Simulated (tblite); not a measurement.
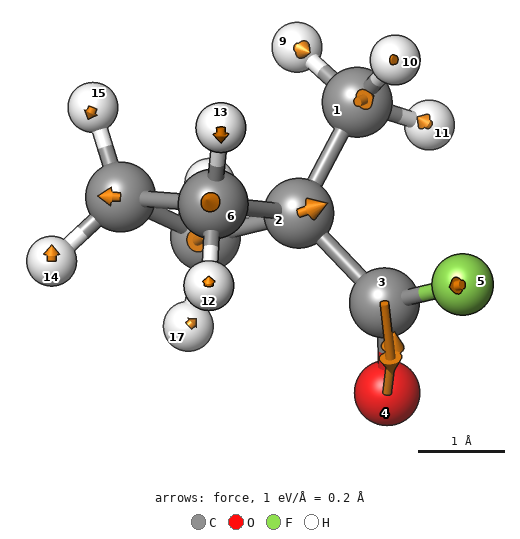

Starting geometry of C$_{6}$H$_{9}$FO with the computed forces as orange arrows. The picture is a ball-and-stick view, seen at a tilt.

These are results of GFN2-xTB geometry optimisation, gas phase in tblite, not measurements. 

**What follows when this structure is relaxed?**

It isn't relaxed: the largest force vector, on a C atom, is 5.08 eV/Å. The final displacements have little in common with the starting forces (cosine between the two patterns 0.14). Over 90 geometry steps the energy falls by 70.1 kJ/mol. An H atom moves most after the best rigid fit: 0.63 Å. By element the largest moves are H 0.63 Å, F 0.24 Å, C 0.23 Å, O 0.14 Å. Near-neighbour distances that change, for instance: C–O 1.254 → 1.180 Å, C–C 1.483 → 1.541 Å, C–H 1.133 → 1.089 Å, C–C 1.510 → 1.551 Å. Bond angles that change, for instance: C–C–O 121.9° → 130.5°, H–C–H 116.1° → 108.8°, C–C–F 117.6° → 110.8°. Groups turn about C–C by about 20°, C–C by about 20°.
